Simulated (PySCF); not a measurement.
# C₅H₁₁FO₃Si: what the fields show

```xyz
21

C    -3.1862    0.2629   -1.1244
C    -2.8954   -0.1227    0.3183
O    -1.5960    0.2225    0.7012
Si   -0.2319   -0.5253    0.3045
O    -0.0075   -0.4560   -1.3093
O     0.7903    0.3679    1.1985
C     2.1372    0.5335    1.1504
C     2.8307    1.0077   -0.1026
C     3.0639   -0.3825    0.4016
F     2.5399   -1.4165   -0.3217
H    -3.0681    1.3358   -1.2504
H    -2.4828   -0.2412   -1.7804
H    -4.2014   -0.0197   -1.3902
H    -3.0428   -1.2010    0.4517
H    -3.5713    0.4076    0.9980
H    -0.1946   -1.9187    0.7390
H     0.7451   -0.8963   -1.6980
H     2.5132    0.9058    2.0999
H     2.2049    1.1045   -0.9756
H     3.6305    1.7276   -0.0355
H     4.0134   -0.6790    0.8287
```

Geometry: GFN2-xTB.

The calculation used PBE0/pcSseg-1, SCF density, gas phase, non-relativistic (PySCF 2.14.0).

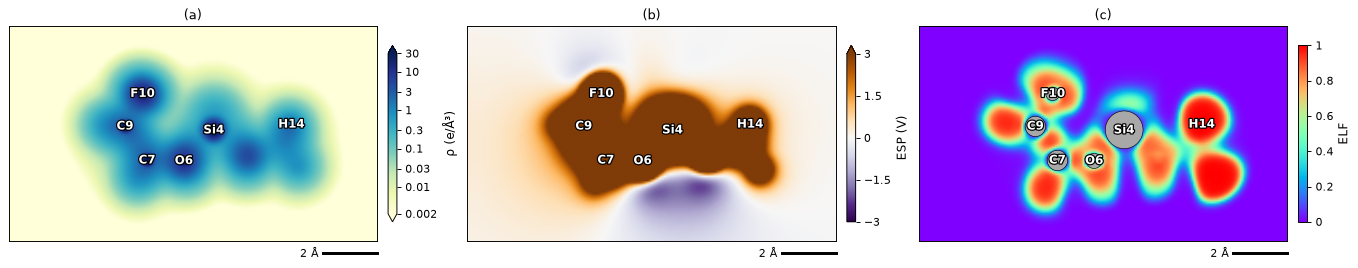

Figure 1. (a) electron density; (b) electrostatic potential; (c) ELF on the plane of atoms C7, C9 and F10. Grey discs cover the atomic cores in the ELF map.

Question: Describe what can be read from this map.

Answer: The plane passes through Si, O, C, F and H nuclei. C–O (1.36 Å): ρ at the midpoint is about 2.2 e/Å³, with its minimum of 1.9 e/Å³ about 0.5 Å from C; the ELF peaks at about 0.90 between the atoms (a polar covalent bond). C–F (1.37 Å): ρ is about 2.1 e/Å³ halfway, with its minimum of 1.6 e/Å³ about 0.5 Å from C; the ELF peaks at about 0.85 between the atoms: a polar covalent bond. C–C (1.50 Å): ρ is about 1.7 e/Å³ halfway; the ELF peaks at about 0.90 between the atoms: a shared electron pair. Si–O (1.63 Å): the density is about 1.2 e/Å³ at the midpoint; the ELF peaks at about 0.85 between the atoms; a short, strongly polar bond. The ELF also peaks beside O6, O3 and F10, away from the bonds: lone-pair regions. Outside the dense part of the molecule the potential is most negative (−2.2 V) near O3, which lies off the plane.

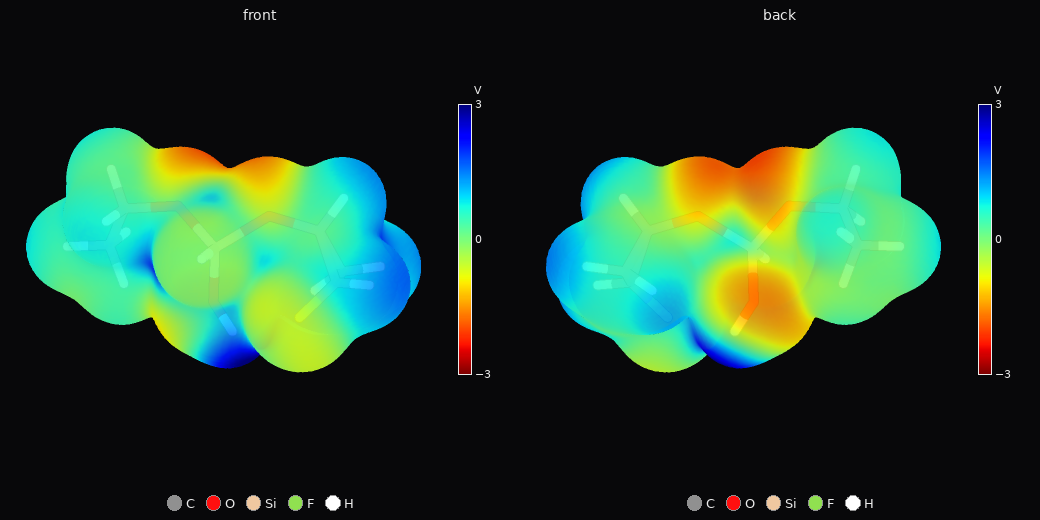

Figure 2. The molecular electrostatic potential painted on the density surface at 0.004 e/bohr³, seen from the front and from behind; red is negative and blue positive.

Question: Which sites attract a positive test charge, and which a negative one?

Answer: A positive charge is drawn to the negative regions and a negative charge to the positive ones. The most negative region (about −2.0 V) lies over O3, the most positive (about +2.8 V) over H17. O3 is the likeliest acceptor of a hydrogen bond.
